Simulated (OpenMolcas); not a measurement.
# doublet BNH3OF+: levels of theory compared

Wanted: a comparison of 6 runs (UHF/3-21G, U-r2SCAN/6-311+G**, U-revPBE/6-311+G**, UB3LYP/6-311+G**, UM06-2X/6-311+G**, UTPSS/6-311+G**) of doublet BNH3OF+. 

The calculation is run with OpenMolcas 26.06.

### 1 The structure to begin with

BNH3OF+ has 7 atoms, charge +1, and is taken as a doublet. As SMILES of the parent species, `NB(O)F`. The shape is that of a PBE0-D4/def2-TZVP optimisation. This is one conformer, not always the lowest. That shape belongs to the parent species and isn't relaxed for this state.

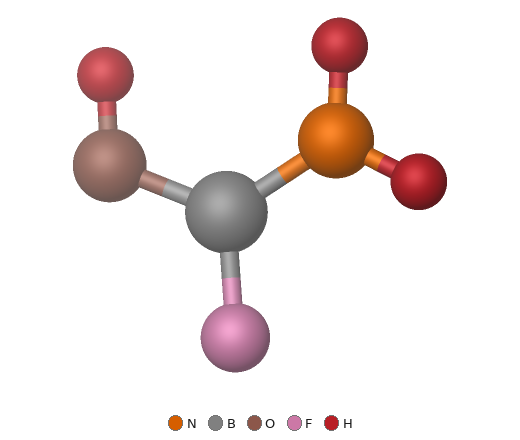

Viewed from a chosen angle; nitrogen orange, boron grey, oxygen brown, fluorine pink, hydrogen red.

### 2 The energy at UHF/3-21G (run 1)

File coord.xyz:

```xyz
7

N     -0.531800     0.753400    -0.032100
B      0.039300    -0.505700    -0.288800
O      1.106300    -1.044300     0.367000
F     -0.494800    -1.258200    -1.256300
H     -1.320400     1.081700    -0.559700
H     -0.210100     1.394300     0.668500
H      1.472700    -0.489200     1.055700
```

File run.input:

```
* BFH3NO Hartree-Fock
&GATEWAY
BasLib
$CurrDir
Coord
coord.xyz
Basis
3-21G
Group
NoSym
&SEWARD
&SCF
UHF
Charge
1
Spin
2
Thresholds
1e-10 1e-07 1e-07 1e-05
PrOrbitals
1 1
```

The basis set 3-21G is read from a file made from the Basis Set Exchange's data (not shown).

On the command line:

```
$ export MOLCAS_MEM=1860
$ pymolcas run.input > run.log
```

The log of the run:

```text
--- Start Module: gateway ---
[...]
--- Stop Module: gateway /rc=_RC_ALL_IS_WELL_ ---
--- Start Module: seward ---
[...]
      Basis functions           42
--- Stop Module: seward /rc=_RC_ALL_IS_WELL_ ---
[...]
--- Start Module: scf ---
[...]
       Convergence after  21 Iterations
[...]
::    Total SCF energy                               -253.6090159466
[...]
      Total spin, S                                     0.5050250609
[...]
      Total electronic charge=   31.000000
      Total            charge=    1.000000
[...]
      Dipole Moment (debye):
      Origin of the operator (angstrom)=    0.0194   -0.5334   -0.3245
                   X= -1.7689E+00               Y=  8.5568E+00               Z=  3.7101E+00           Total=  9.4928E+00
      Center of Charge (angstrom)
[...]
--- Stop Module: scf /rc=_RC_ALL_IS_WELL_ ---
[...]
```

It took 3.6 s on 1 thread of Intel Xeon Platinum 8259CL at 2.50GHz (Skylake/Cascade Lake), shared host; peak memory 0.38 GiB.

### 3 A single-point energy at U-r2SCAN/6-311+G(d,p) (run 2)

File mol.input:

```
* BFH3NO Kohn-Sham DFT
&GATEWAY
BasLib
$CurrDir
Coord
7
angstrom
N       -0.531800       0.753400      -0.032100
B        0.039300      -0.505700      -0.288800
O        1.106300      -1.044300       0.367000
F       -0.494800      -1.258200      -1.256300
H       -1.320400       1.081700      -0.559700
H       -0.210100       1.394300       0.668500
H        1.472700      -0.489200       1.055700
Basis
6-311pGss
Group
NoSym
&SEWARD
GridInput
Grid=UltraFine
End of Grid
&SCF
UHF
Charge
1
Spin
2
KSDFT
2
1.0 MGGA_X_R2SCAN
1.0 MGGA_C_R2SCAN
Thresholds
1e-10 1e-07 1e-07 1e-05
PrOrbitals
0
```

The basis set 6-311+G** is read from a file made from the Basis Set Exchange's data (not shown).

On the command line:

```
$ export MOLCAS_MEM=1860
$ pymolcas mol.input > mol.log
```

The log of the run:

```text
--- Start Module: gateway ---
[...]
--- Stop Module: gateway /rc=_RC_ALL_IS_WELL_ ---
--- Start Module: seward ---
[...]
      Basis functions          106
--- Stop Module: seward /rc=_RC_ALL_IS_WELL_ ---
[...]
--- Start Module: scf ---
[...]
       Convergence after  24 Iterations
[...]
::    Total KS-DFT energy                            -256.2031453773
[...]
      Total spin, S                                     0.5053950281
[...]
      Total electronic charge=   31.000000
      Total            charge=    1.000000
[...]
      Dipole Moment (debye):
      Origin of the operator (angstrom)=    0.0194   -0.5334   -0.3245
                   X= -6.8990E-01               Y=  6.5833E+00               Z=  3.4788E+00           Total=  7.4778E+00
      Center of Charge (angstrom)
[...]
--- Stop Module: scf /rc=_RC_ALL_IS_WELL_ ---
[...]
```

Wall time 2.3 min (1 thread of Intel Xeon Platinum 8259CL at 2.50GHz (Skylake/Cascade Lake), shared host); peak memory 0.61 GiB.

Runs 3 to 5 aren't shown in full; the table further down has their settings and results.

### 4 The energy at UTPSS/6-311+G(d,p) (run 6)

File calc.inp:

```
* BFH3NO Kohn-Sham DFT

&GATEWAY
 BasLib=$CurrDir
 Coord
 7
 angstrom
 N       -0.531800       0.753400      -0.032100
 B        0.039300      -0.505700      -0.288800
 O        1.106300      -1.044300       0.367000
 F       -0.494800      -1.258200      -1.256300
 H       -1.320400       1.081700      -0.559700
 H       -0.210100       1.394300       0.668500
 H        1.472700      -0.489200       1.055700
 Basis=6-311pGss
 Group=NoSym

&SEWARD
 GridInput
 Grid=UltraFine
 End of Grid

&SCF
 UHF
 Charge=1
 Spin=2
 KSDFT=2
 1.0 MGGA_X_TPSS
 1.0 MGGA_C_TPSS
 Thresholds=1e-10 1e-07 1e-07 1e-05
 PrOrbitals=1 2
```

The basis set 6-311+G** is read from a file made from the Basis Set Exchange's data (not shown).

On the command line:

```
$ export MOLCAS_MEM=1860
$ pymolcas calc.inp > calc.log
```

The log of the run:

```text
--- Start Module: gateway ---
[...]
--- Stop Module: gateway /rc=_RC_ALL_IS_WELL_ ---
--- Start Module: seward ---
[...]
      Basis functions          106
--- Stop Module: seward /rc=_RC_ALL_IS_WELL_ ---
[...]
--- Start Module: scf ---
[...]
       Convergence after  26 Iterations
[...]
::    Total KS-DFT energy                            -256.3534933862
[...]
      Total spin, S                                     0.5036997149
[...]
      Total electronic charge=   31.000000
      Total            charge=    1.000000
[...]
      Dipole Moment (debye):
      Origin of the operator (angstrom)=    0.0194   -0.5334   -0.3245
                   X= -5.1582E-01               Y=  6.3190E+00               Z=  3.4754E+00           Total=  7.2301E+00
      Center of Charge (angstrom)
[...]
--- Stop Module: scf /rc=_RC_ALL_IS_WELL_ ---
[...]
```

It took 2.5 min on 1 thread of Intel Xeon Platinum 8259CL at 2.50GHz (Skylake/Cascade Lake), shared host; peak memory 0.61 GiB.

### 5 Overview of the runs

```
run               level  integration grid  energy (Eh)  HOMO energy (eV)  LUMO energy (eV)   ⟨S²⟩  wall time
  1           UHF/3-21G                 –  -253.609016            -19.92             -8.06  0.760      3.6 s
  2  U-r2SCAN/6-311+G**         UltraFine  -256.203145            -15.38            -14.03  0.761    2.3 min
  3  U-revPBE/6-311+G**         UltraFine  -256.243715            -15.15            -14.30  0.756       98 s
  4    UB3LYP/6-311+G**         UltraFine  -256.328175            -16.30            -13.70  0.760       87 s
  5   UM06-2X/6-311+G**         UltraFine  -256.220589            -17.90            -12.28  0.761      2 min
  6     UTPSS/6-311+G**         UltraFine  -256.353493            -15.18            -14.14  0.757    2.5 min
```

### 6 What came out

| quantity | value |
| --- | --- |
| run 6: total energy | -256.35349 Eh |
| run 6: HOMO energy (highest over α and β) | -15.18 eV |
| run 6: LUMO energy (lowest over α and β) | -14.14 eV |
| run 6: ⟨S²⟩ | 0.757 |

What this shows: Totals of different functionals can't be ranked against each other. All runs together took 10 min, the longest 2.5 min.
